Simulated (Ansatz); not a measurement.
**AlN: how the settings move a relaxation**

Aim: see which settings change the result for AlN, by how much, and at what cost.

The COD entry's cell or inner coordinates are ideal or old and differ from later refinements, so a difference from it is no clean test against experiment.

Program: Ansatz 0.2.0. Level of theory: reference: DFT, LDA, PAW with Ansatz's default frozen-core files, scalar-relativistic; relaxation of cell and atoms. These are calculated values, not measurements.

## 1. The starting structure

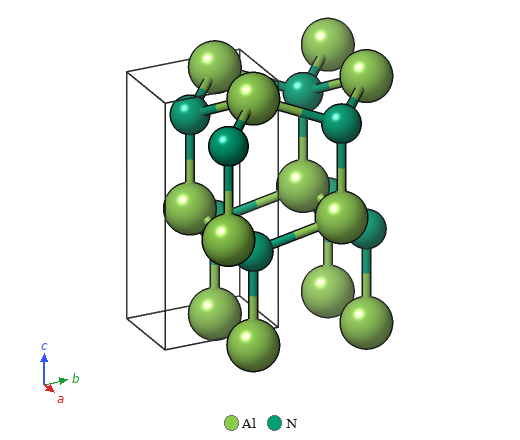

The starting structure, seen slightly off an axis (aluminium green, nitrogen teal). 2×2×1 cells are drawn. Atoms on the faces are drawn again on the opposite ones.

As a file:

```cif
data_structure
_symmetry_space_group_name_H-M 'P6_3mc'
_symmetry_Int_Tables_number 186
_cell_length_a 3.1130
_cell_length_b 3.1130
_cell_length_c 4.9810
_cell_angle_alpha 90.000
_cell_angle_beta 90.000
_cell_angle_gamma 120.000
_cell_volume 41.80
loop_
_atom_site_label
_atom_site_type_symbol
_atom_site_symmetry_multiplicity
_atom_site_Wyckoff_symbol
_atom_site_fract_x
_atom_site_fract_y
_atom_site_fract_z
_atom_site_occupancy
Al1 Al 2 b 0.33333 0.66667 0.00000 1
N1 N 2 b 0.33333 0.66667 0.38000 1
```

## 2. Baseline

Input file input.yaml:

```yaml
crystal:
  lattice:
    - [3.11300000001, 0.0, 0.0]
    - [-1.5565, 2.69593708199, 0.0]
    - [0.0, 0.0, 4.981]
  atoms:
    - { symbol: Al, position: [0.333333333333, 0.666666666667, 0.0] }
    - { symbol: Al, position: [0.666666666667, 0.333333333333, 0.5] }
    - { symbol: "N", position: [0.333333333333, 0.666666666667, 0.38] }
    - { symbol: "N", position: [0.666666666667, 0.333333333333, 0.88] }
kpoints:
  mp_grid: { grid: [12, 12, 8] }
scf:
  occupations: { method: fermi_dirac, width: 0.1 }
hamiltonian:
  xc: lda
  pseudopotentials: { kind: paw }
relax:
  f_tol: 0.002
  max_steps: 80
  cell: {}
output:
  forces: true
  stress: true
```

On the command line:

```bash
ansatz run input.yaml --threads 2 --pin off --max-ram 6144MiB --backend cpu --events-out ev --progress --plain --runs-dir out
```

The main lines of its log:

```text
[...]
Basis set: ecut = 420 eV, 809 PW (Γ)
[...]
k-points: 95 of 1152 (time reversal used)
[...]
SCF iter   1: F=—  HF=-1779.711598 eV  |F-HF|=—  |Δ(HF+E_count)|=         —  Δρ=9.31e-3  dr2=4.17e-2  ethr=1.77e-3  ⟨swp⟩=5.2  Hψ=7317  notcnv=0
preconditioner: auto → none  [insulator: Δε(μ)=4.162 eV  Ē_g=12.892 eV  σ=0.100 eV  W_gap=1.00  n_scr=2 (ndim 8)  ℏωp=23.0 eV  f_vac=0.000  D(μ)=0.00/eV (n_scr^D=0)  ε∞_Penn≈4.2]
SCF iter   2: F=—  HF=-1779.699305 eV  |F-HF|=—  |Δ(HF+E_count)|=   1.23e-2  Δρ=2.48e-3  dr2=1.40e-3  ethr=2.61e-4  ⟨swp⟩=2.1  Hψ=2344  notcnv=0
[...]
relax step   1: F+E_penalty+E_count = -1779.69871898 eV  Δ(F+E_penalty+E_count) = +0.000e0 eV  max|allowed force component| = 1.166e-1 eV/Å  Δτ_max = 0.0000 Å  P = -4.650 GPa  Ω = 41.803 Å³  (6 SCF iters, dr2 threshold 1.00e-7 eV, accepted)
[...]
Basis set: ecut = 420 eV, 785 PW (Γ)
[...]
relax step   2: F+E_penalty+E_count = -1779.71173596 eV  Δ(F+E_penalty+E_count) = -1.302e-2 eV  max|allowed force component| = 9.095e-2 eV/Å  Δτ_max = 0.0011 Å  P = -2.302 GPa  Ω = 41.322 Å³  energy of the carried Pulay correction = +1.989e-3 eV  (6 SCF iters,
[...]
relax step   3: F+E_penalty+E_count = -1779.71756947 eV  Δ(F+E_penalty+E_count) = -5.834e-3 eV  max|allowed force component| = 3.095e-2 eV/Å  Δτ_max = 0.0023 Å  P = +0.132 GPa  Ω = 40.849 Å³  energy of the carried Pulay correction = +3.970e-3 eV  (6 SCF iters,
[...]
relax step   4: F+E_penalty+E_count = -1779.71757517 eV  Δ(F+E_penalty+E_count) = -5.692e-6 eV  max|allowed force component| = 1.409e-4 eV/Å  Δτ_max = 0.0020 Å  P = +0.009 GPa  Ω = 40.866 Å³  energy of the carried Pulay correction = +3.896e-3 eV  (6 SCF iters,
[...]
relax step   5: F+E_penalty+E_count = -1779.71757445 eV  Δ(F+E_penalty+E_count) = +7.149e-7 eV  max|allowed force component| = 3.761e-4 eV/Å  Δτ_max = 0.0004 Å  P = -0.002 GPa  Ω = 40.870 Å³  energy of the carried Pulay correction = +3.878e-3 eV  (6 SCF iters,
[...]
relax step   6: F+E_penalty+E_count = -1779.71413582 eV  Δ(F+E_penalty+E_count) = +3.439e-3 eV  max|allowed force component| = 3.519e-4 eV/Å  Δτ_max = 0.0000 Å  P = -0.147 GPa  Ω = 40.870 Å³  stress off target by 1.59e-1 GPa  SCF on the basis re-selected at th
[...]
relax step   7: F+E_penalty+E_count = -1779.71426385 eV  Δ(F+E_penalty+E_count) = -1.280e-4 eV  max|allowed force component| = 5.330e-6 eV/Å  Δτ_max = 0.0000 Å  P = -0.003 GPa  Ω = 40.843 Å³  energy of the carried Pulay correction = +1.150e-4 eV  (6 SCF iters,
[...]
SCF iter   6: F=-1779.714143 eV  HF=-1779.714143 eV  |F-HF|=0.00e0  |Δ(HF+E_count)|=  2.27e-13  Δρ=2.01e-9  dr2=1.47e-15  ethr=1.00e-12  ⟨swp⟩=1.0  Hψ=1140  notcnv=0
SCF iter   7: F=-1779.714143 eV  HF=-1779.714143 eV  |F-HF|=6.82e-13  |Δ(HF+E_count)|=  2.27e-13  Δρ=4.42e-10  dr2=6.70e-17  ethr=1.00e-12  ⟨swp⟩=1.0  Hψ=2660  notcnv=0
[...]
relax step   8: F+E_penalty+E_count = -1779.71414343 eV  Δ(F+E_penalty+E_count) = +1.204e-4 eV  max|allowed force component| = 1.514e-7 eV/Å  Δτ_max = 0.0000 Å  P = -0.005 GPa  Ω = 40.843 Å³  stress off target by 5.98e-3 GPa  SCF on the basis re-selected at th
[...]
SCF converged after 7 iterations
Free energy (F): -1779.714143 eV
[...]
E sigma→0 (E₀):  -1779.714143 eV
Fermi energy:    9.438987 eV
[...]
  P = ⅓ Tr σ = -0.0052 GPa (-0.052 kbar)
--- Relaxed structure (6 steps of the walk, 6 accepted, 2 SCFs on fresh bases) ---
[...]
```

Wall time 16 s (2 threads of Arm Neoverse V1, shared host); peak memory 0.35 GiB.

## 3. The same system, input altered

input.yaml, as its differences from that of step 2:

```diff
@@ -11,5 +11,6 @@
 kpoints:
-  mp_grid: { grid: [12, 12, 8] }
+  mp_grid: { grid: [6, 6, 5] }
 scf:
-  occupations: { method: fermi_dirac, width: 0.1 }
+  occupations: { method: fixed }
+  lower_state_search: "off"
 hamiltonian:
```

On the command line:

```bash
ansatz run input.yaml --threads 2 --pin off --max-ram 6144MiB --backend cpu --events-out ev --progress --plain --runs-dir out
```

Standard output:

```text
Engine: ansatz 0.2.0
Pseudopotentials: kind: paw
Pseudopotential: Al, paw, valence charge 3, recommended cutoff 420 eV (normal), Al.paw.azcp
Pseudopotential: N, paw, valence charge 5, recommended cutoff 420 eV (normal), N.paw.azcp
Functional definition: SPW92
  exchange = slater_x
  correlation = pw_c
Crystal: 4 atoms, lattice volume = 41.803 Å³
Basis set: ecut = 420 eV, 809 PW (Γ)
Bands: 12, of which v1, the nominal top of the filled ones, is band 8 counted from 1 (7 counted from 0)
Symmetry: 12 space group operations
Space group: P63mc (ITA 186), of the structure as read, at distance tolerance 3.5e-5 Å
k-points: 21 of 180 (time reversal used)
Non-local potential: Al, projectors of the file, l = 0: 2, l = 1: 2, l = 2: 1
Non-local potential: N, projectors of the file, l = 0: 2, l = 1: 2, l = 2: 1
PAW form: soft (Blöchl's): semilocal exchange-correlation on the pseudo side does not see the compensation charge
PAW frozen core: Al, regenerated for the run's functional, and the local potential with it (the file was generated under x = pbe(κ = 0.804, μ = 0.2195149727645171), c = pbe(β = 0.06672455060314922))
PAW frozen core: N, regenerated for the run's functional, and the local potential with it (the file was generated under x = pbe(κ = 0.804, μ = 0.2195149727645171), c = pbe(β = 0.06672455060314922))
PAW one-centre angular grid: Al, 110 points (default); XC on 64 Gauss nodes
PAW one-centre angular grid: N, 110 points (default); XC on 64 Gauss nodes
Initial density: superposition of atomic densities (neutral atoms: chi_scale 0, normalization atom), corrected by the library's trained network
Initial wavefunctions: pseudopotential atomic-orbital guess
Functional: x = slater, c = lda
SCF iter   1: F=—  HF=-1779.709994 eV  |F-HF|=—  |Δ(HF+E_count)|=         —  Δρ=9.25e-3  dr2=4.12e-2  ethr=1.77e-3  ⟨swp⟩=4.9  Hψ=1398  notcnv=0  defer=36
preconditioner: auto → none  [insulator: Δε(μ)=4.162 eV  Ē_g=12.890 eV  n_scr=2 (ndim 8)  ℏωp=23.0 eV  f_vac=0.000  ε∞_Penn≈4.2]
SCF iter   2: F=—  HF=-1779.699382 eV  |F-HF|=—  |Δ(HF+E_count)|=   1.06e-2  Δρ=5.04e-3  dr2=6.07e-3  ethr=2.58e-4  ⟨swp⟩=2.6  Hψ=601  notcnv=0  defer=42
SCF iter   3: F=—  HF=-1779.697415 eV  |F-HF|=—  |Δ(HF+E_count)|=   1.97e-3  Δρ=1.48e-3  dr2=3.87e-4  ethr=3.79e-5  ⟨swp⟩=2.0  Hψ=422  notcnv=0  defer=42
SCF iter   4: F=—  HF=-1779.697230 eV  |F-HF|=—  |Δ(HF+E_count)|=   1.85e-4  Δρ=1.16e-4  dr2=2.25e-6  ethr=2.42e-6  ⟨swp⟩=2.7  Hψ=433  notcnv=0  defer=42
SCF iter   5: F=—  HF=-1779.697233 eV  |F-HF|=—  |Δ(HF+E_count)|=   3.07e-6  Δρ=6.68e-6  dr2=7.12e-9  ethr=1.41e-8  ⟨swp⟩=2.2  Hψ=420  notcnv=0  defer=1
SCF iter   6: F=-1779.697233 eV  HF=-1779.697233 eV  |F-HF|=4.89e-11  |Δ(HF+E_count)|=   1.70e-9  Δρ=7.35e-7  dr2=1.20e-10  ethr=4.45e-11  ⟨swp⟩=1.6  Hψ=756  notcnv=0
SCF 1 converged in 6 iterations: F = -1779.697233 eV  dr2 = 1.20e-10
relax step   1: F+E_penalty+E_count = -1779.69723313 eV  Δ(F+E_penalty+E_count) = +0.000e0 eV  max|allowed force component| = 1.177e-1 eV/Å  Δτ_max = 0.0000 Å  P = -4.662 GPa  Ω = 41.803 Å³  (6 SCF iters, dr2 threshold 1.00e-7 eV, accepted)
Crystal: 4 atoms, lattice volume = 41.321 Å³
Basis set: ecut = 420 eV, 785 PW (Γ)
Initial density: handed on by an earlier stage of this run
Initial wavefunctions: those handed on with the density
iter 1 solved again at ethr=2.17e-5 eV; its pass at ethr=3.10e-3 eV (dr2=3.47e-3 eV) is discarded
SCF iter   1: F=—  HF=-1779.711456 eV  |F-HF|=—  |Δ(HF+E_count)|=         —  Δρ=2.78e-3  dr2=3.60e-3  ethr=2.17e-5  ⟨swp⟩=1.4  Hψ=1335  notcnv=0  defer=21
automatic band count: iteration 1 solves 11 bands in place of 12: the levels show a gap, and the empty bands left out lie too high to hold charge; the band table lists the bands solved (type scf.n_extra_bands for more)
preconditioner: auto → none  [insulator: Δε(μ)=4.357 eV  Ē_g=12.468 eV  n_scr=2 (ndim 8)  ℏωp=23.1 eV  f_vac=0.000  ε∞_Penn≈4.4]
SCF iter   2: F=—  HF=-1779.710479 eV  |F-HF|=—  |Δ(HF+E_count)|=   9.77e-4  Δρ=1.33e-3  dr2=5.18e-4  ethr=2.17e-5  ⟨swp⟩=2.0  Hψ=422  notcnv=0  defer=21
SCF iter   3: F=—  HF=-1779.710308 eV  |F-HF|=—  |Δ(HF+E_count)|=   1.71e-4  Δρ=2.45e-4  dr2=1.79e-5  ethr=3.23e-6  ⟨swp⟩=2.0  Hψ=399  notcnv=0  defer=21
SCF iter   4: F=—  HF=-1779.710298 eV  |F-HF|=—  |Δ(HF+E_count)|=   1.02e-5  Δρ=2.23e-5  dr2=1.01e-7  ethr=2.50e-9  ⟨swp⟩=3.0  Hψ=979  notcnv=0
SCF iter   5: F=-1779.710298 eV  HF=-1779.710298 eV  |F-HF|=7.66e-11  |Δ(HF+E_count)|=   2.90e-8  Δρ=2.80e-6  dr2=1.47e-9  ethr=6.31e-10  ⟨swp⟩=2.0  Hψ=766  notcnv=0
SCF 2 converged in 5 iterations: F = -1779.710298 eV  dr2 = 1.47e-9
relax step   2: F+E_penalty+E_count = -1779.71029819 eV  Δ(F+E_penalty+E_count) = -1.307e-2 eV  max|allowed force component| = 9.178e-2 eV/Å  Δτ_max = 0.0012 Å  P = -2.308 GPa  Ω = 41.321 Å³  energy of the carried Pulay correction = +1.979e-3 eV  (5 SCF iters, dr2 threshold 4.00e-7 eV, accepted)
Crystal: 4 atoms, lattice volume = 40.846 Å³
iter 1 solved again at ethr=2.22e-5 eV; its pass at ethr=3.10e-3 eV (dr2=3.55e-3 eV) is discarded
SCF iter   1: F=—  HF=-1779.717361 eV  |F-HF|=—  |Δ(HF+E_count)|=         —  Δρ=2.85e-3  dr2=3.70e-3  ethr=2.22e-5  ⟨swp⟩=1.2  Hψ=1343  notcnv=0  defer=21
automatic band count: iteration 1 solves 11 bands in place of 12: the levels show a gap, and the empty bands left out lie too high to hold charge; the band table lists the bands solved (type scf.n_extra_bands for more)
preconditioner: auto → none  [insulator: Δε(μ)=4.446 eV  Ē_g=12.554 eV  n_scr=2 (ndim 8)  ℏωp=23.2 eV  f_vac=0.000  ε∞_Penn≈4.4]
SCF iter   2: F=—  HF=-1779.716333 eV  |F-HF|=—  |Δ(HF+E_count)|=   1.03e-3  Δρ=1.33e-3  dr2=5.06e-4  ethr=2.22e-5  ⟨swp⟩=2.0  Hψ=421  notcnv=0  defer=21
SCF iter   3: F=—  HF=-1779.716164 eV  |F-HF|=—  |Δ(HF+E_count)|=   1.69e-4  Δρ=2.60e-4  dr2=2.01e-5  ethr=3.16e-6  ⟨swp⟩=2.0  Hψ=401  notcnv=0  defer=21
SCF iter   4: F=—  HF=-1779.716151 eV  |F-HF|=—  |Δ(HF+E_count)|=   1.35e-5  Δρ=3.01e-5  dr2=1.82e-7  ethr=2.50e-9  ⟨swp⟩=3.0  Hψ=982  notcnv=0
SCF iter   5: F=-1779.716151 eV  HF=-1779.716151 eV  |F-HF|=2.07e-11  |Δ(HF+E_count)|=   7.26e-8  Δρ=3.86e-6  dr2=2.80e-9  ethr=1.14e-9  ⟨swp⟩=2.0  Hψ=834  notcnv=0
SCF 3 converged in 5 iterations: F = -1779.716151 eV  dr2 = 2.80e-9
relax step   3: F+E_penalty+E_count = -1779.71615074 eV  Δ(F+E_penalty+E_count) = -5.853e-3 eV  max|allowed force component| = 3.099e-2 eV/Å  Δτ_max = 0.0023 Å  P = +0.134 GPa  Ω = 40.846 Å³  energy of the carried Pulay correction = +3.950e-3 eV  (5 SCF iters, dr2 threshold 4.00e-7 eV, accepted)
[... 9 lines left out ...]
relax step   4: F+E_penalty+E_count = -1779.71617957 eV  Δ(F+E_penalty+E_count) = -2.883e-5 eV  max|allowed force component| = 7.260e-3 eV/Å  Δτ_max = 0.0016 Å  P = +0.042 GPa  Ω = 40.858 Å³  energy of the carried Pulay correction = +3.898e-3 eV  (4 SCF iters, dr2 threshold 1.07e-7 eV, accepted)
[... 8 lines left out ...]
relax step   5: F+E_penalty+E_count = -1779.71615412 eV  Δ(F+E_penalty+E_count) = +2.545e-5 eV  max|allowed force component| = 5.149e-4 eV/Å  Δτ_max = 0.0000 Å  P = -0.002 GPa  Ω = 40.868 Å³  energy of the carried Pulay correction = +3.857e-3 eV  (3 SCF iters, dr2 threshold 1.20e-7 eV, accepted)
[... 9 lines left out ...]
relax step   6: F+E_penalty+E_count = -1779.71281271 eV  Δ(F+E_penalty+E_count) = +3.341e-3 eV  max|allowed force component| = 5.527e-4 eV/Å  Δτ_max = 0.0000 Å  P = -0.143 GPa  Ω = 40.868 Å³  stress off target by 1.57e-1 GPa  SCF on the basis re-selected at this cell (its energy is not comparable with the rows above)  (5 SCF iters)
[... 10 lines left out ...]
relax step   7: F+E_penalty+E_count = -1779.71293689 eV  Δ(F+E_penalty+E_count) = -1.242e-4 eV  max|allowed force component| = 9.161e-5 eV/Å  Δτ_max = 0.0000 Å  P = -0.002 GPa  Ω = 40.841 Å³  energy of the carried Pulay correction = +1.118e-4 eV  (4 SCF iters, dr2 threshold 6.16e-8 eV, accepted)
iter 1 solved again at ethr=4.04e-9 eV; its pass at ethr=3.10e-3 eV (dr2=6.46e-7 eV) is discarded
SCF iter   1: F=—  HF=-1779.712873 eV  |F-HF|=—  |Δ(HF+E_count)|=         —  Δρ=3.41e-6  dr2=8.67e-10  ethr=4.04e-9  ⟨swp⟩=3.1  Hψ=2168  notcnv=0  defer=42
preconditioner: auto → none  [insulator: Δε(μ)=4.415 eV  Ē_g=13.143 eV  n_scr=2 (ndim 8)  ℏωp=23.2 eV  f_vac=0.000  ε∞_Penn≈4.1]
SCF iter   2: F=—  HF=-1779.712873 eV  |F-HF|=—  |Δ(HF+E_count)|=   1.13e-9  Δρ=1.57e-6  dr2=2.32e-10  ethr=5.42e-12  ⟨swp⟩=2.0  Hψ=408  notcnv=0  defer=42
SCF iter   3: F=-1779.712873 eV  HF=-1779.712873 eV  |F-HF|=1.84e-11  |Δ(HF+E_count)|=  1.31e-10  Δρ=7.22e-7  dr2=3.90e-11  ethr=1.00e-12  ⟨swp⟩=2.7  Hψ=950  notcnv=0
SCF 8 converged in 3 iterations: F = -1779.712873 eV  dr2 = 3.90e-11
relax step   8: F+E_penalty+E_count = -1779.71287253 eV  Δ(F+E_penalty+E_count) = +6.436e-5 eV  max|allowed force component| = 1.059e-4 eV/Å  Δτ_max = 0.0000 Å  P = -0.004 GPa  Ω = 40.841 Å³  stress off target by 4.69e-3 GPa  SCF on the basis re-selected at this cell (its energy is not comparable with the rows above)  (3 SCF iters)
basis re-selected at this cell: Δ(F+E_penalty+E_count) = +6.436e-5 eV, ΔP = -0.002 GPa vs the last step (what re-selecting the basis moved, of the pressure what is left beyond the Pulay correction that the steps carried, after the strain that the cell walked since its last selection, with what the two solves' SCF thresholds leave and, on support functions, any second-order correction that the steps lacked; it is no measure of the basis error at this ecutwfc). This SCF's stress stands 4.69e-3 GPa from its target on what of the cell is left free (relax.cell.stress_tol is 5.00e-2 GPa) and its largest allowed force component is 1.06e-4 eV/Å (relax.f_tol is 2.00e-3 eV/Å): within both
SCF converged after 3 iterations
Free energy (F): -1779.712873 eV
Harris-Foulkes:  -1779.712873 eV  (|F-HF|=1.84e-11)
Internal energy: -1779.712873 eV  (E = F + TS)
E sigma→0 (E₀):  -1779.712873 eV
Fermi energy:    7.104320 eV
--- Per-component energies (eV) ---
  E_band       = 29.490297
  E_kinetic    = 319.552879
  E_local      = -445.269225  (includes V_loc(G=0)·N_el)
  E_nonlocal   = 115.273625
  E_hartree    = 152.635284
  E_xc         = -201.679166
  E_vxc        = -215.785506  (∫ρ·V_xc dr)
  E_paw        = -1124.220837  (= ΣΔE_a)
  E_vpaw       = -49.552315  (= ΣTr[D̂ρ^β])
  E_aug_tail   = 0.000182  (compensation charges beyond the density's cutoff)
  E_ewald      = -596.277135
  E_core_change = 0.271521  (= ΣΔE_core)
  E_smearing   = -0.000000  (= −TS)
  E_closure    = 0.000000  (closes the sum)
  Σ components = -1779.712873   (vs F -1779.712873, Δ=0.00e0)
--- Forces (eV/Å), atoms counted from 1 ---
  atom   1  Al     0.00000000    -0.00000000    -0.00010547
  atom   2  Al    -0.00000000     0.00000000    -0.00010547
  atom   3  N     -0.00000000    -0.00000000     0.00010631
  atom   4  N      0.00000000     0.00000000     0.00010631
  max |Σ_I F_I| component: 1.67e-6 eV/Å
--- Stress (GPa, compression-positive) ---
       -0.004691       0.000000      -0.000000
        0.000000      -0.004691      -0.000000
       -0.000000      -0.000000      -0.003357
  P = ⅓ Tr σ = -0.0042 GPa (-0.042 kbar)
--- Relaxed structure (6 steps of the walk, 6 accepted, 2 SCFs on fresh bases) ---
  F+E_penalty+E_count = -1779.71287253 eV   max|allowed force component| = 1.059e-4 eV/Å   (the final SCF, on the basis selected at the relaxed cell)
  cell:  # Å, volume = 40.8412 Å³
    - [3.0888778011627305, -2.8642782382795626e-12, -1.187655553580191e-34]
    - [-1.5444389005788846, 2.675046644994175, -4.907302189331761e-34]
    - [-1.151712235569868e-35, -7.370958307647155e-34, 4.942721038568307]
  atoms:
    - { symbol: Al, position: [0.3333333333333334, 0.6666666666666667, -0.001014498444654204] }
    - { symbol: Al, position: [0.6666666666666669, 0.3333333333333333, 0.4989855015553458] }
    - { symbol: N, position: [0.3333333333333334, 0.6666666666666667, 0.38101449844465424] }
    - { symbol: N, position: [0.6666666666666669, 0.3333333333333333, 0.8810144984446542] }
```

Wall time 4 s (2 threads of Arm Neoverse V1, shared host); peak memory 0.28 GiB.

## 4. A look at that input

This run ends as converged. That alone doesn't make the input a sound one.

Fixed occupations are right only where a gap separates filled from empty bands at every k-point. This system has one (4.42 eV on the mesh), so they are sound here.

The occupations need no remedy; a run with other occupations serves as a check.

Changing the k-point mesh, smearing and search for lower states hardly moves the energy: +0.3 meV/atom. Cost: 35 SCF cycles against 49, 4 s against 16 s.

## 5. Side by side

| run | ending | energy change | pressure (GPa) | gap (eV) | force (eV/Å) | cycles | time |
| --- | --- | --- | --- | --- | --- | --- | --- |
| reference | converged | 0 | 0.0 | 4.42 | 0.00 | 49 | 16 s |
| 1: mp_grid.grid [6, 6, 5], occupations.method fixed, lower_state_search off | converged | +0.3 meV/atom (σ→0) | 0.0 | 4.42 | 0.00 | 35 | 4 s |

**Reading.** Changing the k-point mesh, smearing and search for lower states leaves the energy as it was (+0.3 meV/atom). Cost: 35 SCF cycles against 49, 4 s against 16 s.
